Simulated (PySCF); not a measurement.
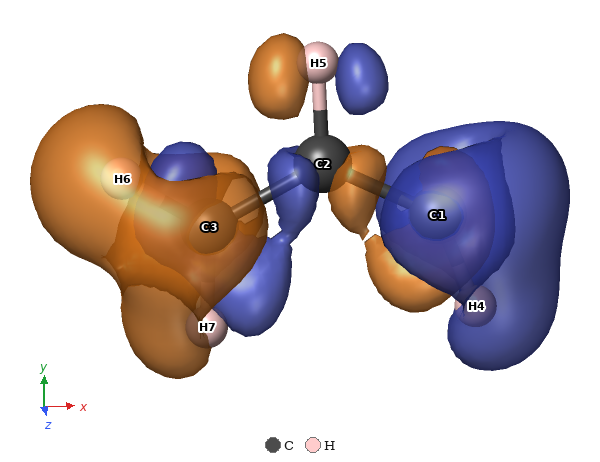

Figure 1: C$_{3}$H$_{4}$, triplet, SMILES `[CH]C=C`. Change of the electron density in a uniform field of 0.41 V/Å, surfaces at ±0.003 e/Å³ (orange: gain, blue: loss).

PySCF calculation, B3LYP/aug-cc-pVDZ, gas phase; geometry: GFN2-xTB. No frequency check shows the geometry to be a minimum. The stability of the open-shell solution wasn't checked. GFN2-xTB doesn't know the spin state, so this open-shell geometry is rough.

Along which Cartesian direction does the field point?

Answer. Along +x: electrons gather on the −x side, against the field.

What dipole is induced, and what polarisability does it imply?

Answer. The induced dipole is 1.13 D (along the field); α along this axis, from the fields in both directions, is 56 bohr³ (8.3 Å³).

Which atoms gain and lose the most charge?

Answer. Electrons gather most on C3 (Hirshfeld charge changes by −0.025 e) and leave C1 most (+0.038 e); 0.085 electrons are displaced in all.

The PySCF run took 19 s on 1 thread of Intel(R) Xeon(R) 6975P-C (Granite Rapids), on a shared host, peak memory 0.44 GiB.
